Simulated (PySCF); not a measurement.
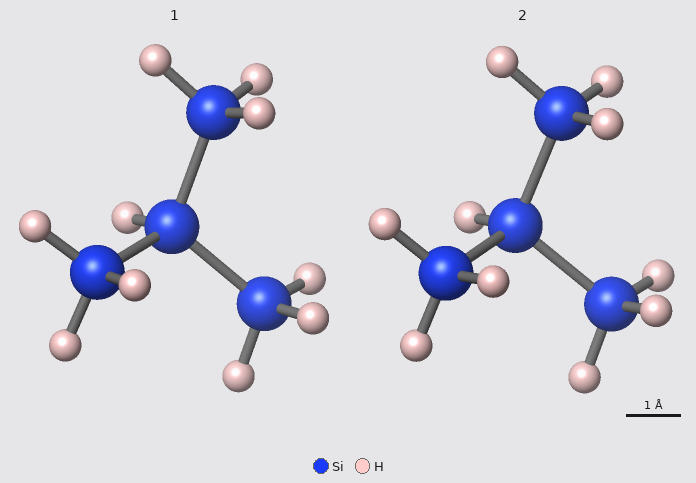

Two geometries of Si4H10, drawn at one scale. One is the start of a relaxation, the other its converged end. A ball-and-stick model, seen at a tilt.

Level of theory: PBE0-D3(BJ)/def2-SVP geometry optimisation, gas phase (PySCF 2.14.0, density-fitted response routines). 

> Which one is relaxed?

Structure 2 is the relaxed one. The start comes from GFN2-xTB. Its atoms were then displaced at random by about 0.01 Å. The energy falls by 20.5 kJ/mol in 6 geometry steps. The atom that moves furthest after the best rigid fit is an H atom (0.22 Å). Largest moves by element: H 0.22 Å, Si 0.16 Å. Near-neighbour distances that change, for instance: Si–Si 2.291 → 2.343 Å, H–Si 1.448 → 1.496 Å, Si–Si 2.316 → 2.344 Å, H–Si 1.472 → 1.496 Å. Bond angles that change, for instance: H–Si–H 103.4° → 108.6°, Si–Si–Si 113.6° → 108.7°, Si–Si–H 105.6° → 109.9°.
